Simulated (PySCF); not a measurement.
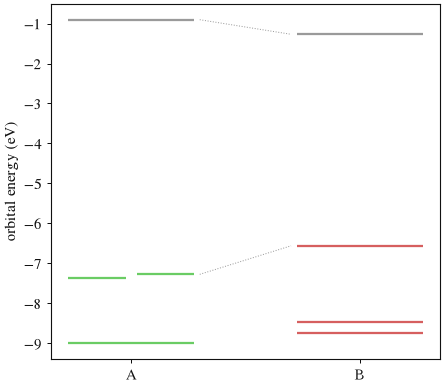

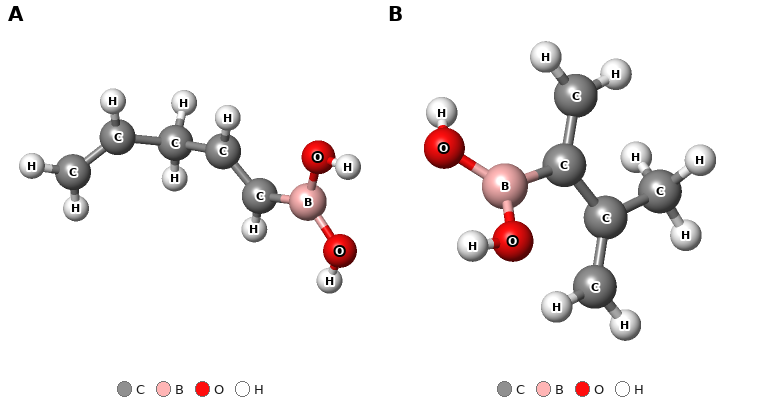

Related molecules: A is C₅H₉BO₂, SMILES C=CC/C=C/B(O)O; B is C₅H₉BO₂, SMILES C=C(C)C(=C)B(O)O. Frontier orbital energies, B3LYP/def2-SVPD with PySCF, at a PBE0-D3(BJ)/def2-SVP geometry (no frequency check); drawn are at most three filled levels and, in grey, the LUMO with any level within 0.03 eV of it; dotted lines join the HOMOs and the LUMOs.

### What does the change do to the frontier levels?

From A to B the HOMO rises by 0.71 eV and the LUMO falls by 0.37 eV, so the separation goes from 6.37 to 5.29 eV.

### Does the ΔSCF ionisation energy follow the HOMO?

A: −ε(HOMO) 7.27, ΔSCF 9.27 eV; B: −ε(HOMO) 6.56, ΔSCF 8.63 eV.

Limits of at least one run: one conformer of a flexible molecule.
